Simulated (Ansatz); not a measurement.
# C2H6BFOSi: up Jacob's ladder to CCSD(T)

How much do the methods differ for C2H6BFOSi? The plan is to run it at one geometry with functionals of several rungs and with coupled cluster, and see how far each lands from CCSD(T) at the basis-set limit for the atomisation energy.

Computed with Ansatz 0.2.0, Gaussian basis. Level: functionals in def2-TZVPP, the program's frozen cores in correlated methods.

Plan: PBE-D4, r2SCAN-D4, PBE0-D4, B3LYP-D4, ωB97X-V, ωB97M-V, B2PLYP; CCSD(T)/def2-TZVPP; MP2/def2-QZVPP; extrapolation to the limit.

**1. The relaxed structure**

An earlier PBE0-D4 in a triple-zeta def2 set relaxation fixed the geometry.

12 atoms, charge 0, spin multiplicity 1.

Atoms are counted from 1 here; the program's logs count them from 0.

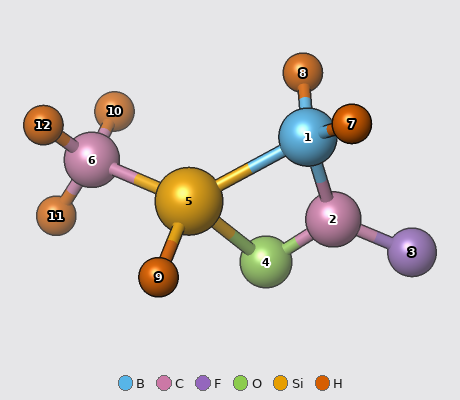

The geometry (boron blue, carbon pink, fluorine purple, oxygen green, silicon amber, hydrogen orange); atoms are numbered from 1 in the order of the file.

**2. PBE-D4 (GGA)**

File in.yaml:

```yaml
crystal:
  periodic: [false, false, false]
  atoms:
    - {symbol: B, position_ang: [-0.010781, -1.625736, -0.054738]}
    - {symbol: C, position_ang: [-0.534317, -0.992506, -1.395645]}
    - {symbol: F, position_ang: [-0.865679, -1.545284, -2.526471]}
    - {symbol: O, position_ang: [-0.685257, 0.263434, -1.359669]}
    - {symbol: Si, position_ang: [-0.470279, 0.253390, 0.475896]}
    - {symbol: C, position_ang: [0.746342, 1.595999, 0.884284]}
    - {symbol: H, position_ang: [-0.465937, -2.670871, 0.307751]}
    - {symbol: H, position_ang: [1.200233, -1.605693, -0.166024]}
    - {symbol: H, position_ang: [-1.830711, 0.662800, 0.917582]}
    - {symbol: H, position_ang: [1.719986, 1.391255, 0.435178]}
    - {symbol: H, position_ang: [0.393050, 2.572885, 0.546605]}
    - {symbol: H, position_ang: [0.880350, 1.645127, 1.969252]}
basis:
  gaussian: {orbitals: def2-TZVPP}
hamiltonian: {xc: pbe, dispersion: d4}
output: {forces: true, orbitals: {seedname: orbitals}}
```

Launch:

```sh
> ansatz run in.yaml --threads 4 --pin off --events-out ev --progress --plain --max-ram 10444MiB
```

The runs that follow: r2SCAN-D4 (meta-GGA); PBE0-D4 (hybrid); B3LYP-D4 (hybrid); ωB97X-V (range-separated); ωB97M-V (range-separated); B2PLYP (double hybrid); CCSD(T) in def2-TZVPP; MP2 in def2-QZVPP.

**Question.** What will the summary of the whole plan be? Wanted: atomisation energy, CCSD(T)/CBS; farthest; mean size of error, hybrid; mean size of error, range-separated; gap, smallest and largest; T1 diagnostic; triples share of the correlation energy.

The runs gave:

```
                               quantity                                 value
        atomisation energy, CCSD(T)/CBS                         4580.8 kJ/mol
 functionals within 22.9 kJ/mol (0.5 %)                              B3LYP-D4
                               farthest                PBE-D4 (+149.8 kJ/mol)
             mean size of error, hybrid                           29.3 kJ/mol
    mean size of error, range-separated                           41.2 kJ/mol
              gap, smallest and largest  3.83 eV (PBE-D4), 10.65 eV (ωB97X-V)
                          T1 diagnostic                                0.0156
triples share of the correlation energy                                 3.9 %
```

PBE-D4 is off by +149.8 kJ/mol. Double hybrids carry the basis error of their MP2 part in triple zeta, and no dispersion term here, so their miss is partly the set-up's. The reference freezes the cores and leaves out relativity and excitations past (T), so misses under about 22.9 kJ/mol can't be ranked. Hartree-Fock recovers 73 % of the binding; the rest is correlation. Orbital gaps span 3.8 to 10.7 eV; exact exchange widens them.
